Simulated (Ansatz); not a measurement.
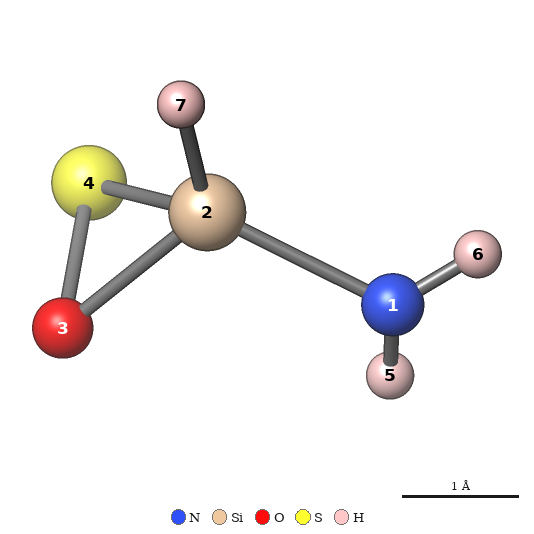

Source: calculation with Ansatz.

Orthographic view. Atoms fade into the background with distance from the viewer. Geometry: atoms displaced at random (about 0.1 Å) from a stationary point of GFN2-xTB.

Write a MOL file (V2000) with the atoms in numerical order, bonds sorted by atom number with the orders drawn, and coordinates in the frame of the picture: x right, y up, z towards the viewer, origin at the mean position.

```
H3NOSSi
                    3D

  7  7  0  0  0  0  0  0  0  0999 V2000
    1.1700   -0.4600    0.2900 N   0  0  0  0  0  0  0  0  0  0  0  0
   -0.4300    0.3400    0.3200 Si  0  0  2  0  0  4  0  0  0  0  0  0
   -1.6800   -0.6600   -0.3000 O   0  0  0  0  0  0  0  0  0  0  0  0
   -1.4500    0.6000   -1.4800 S   0  0  0  0  0  0  0  0  0  0  0  0
    1.1500   -1.0700   -0.4600 H   0  0  0  0  0  0  0  0  0  0  0  0
    1.9100   -0.0200    0.3300 H   0  0  0  0  0  0  0  0  0  0  0  0
   -0.6600    1.2700    1.2900 H   0  0  0  0  0  0  0  0  0  0  0  0
  1  2  1  0
  1  5  1  0
  1  6  1  0
  2  3  1  0
  2  4  1  0
  2  7  1  0
  3  4  1  0
M  END
```
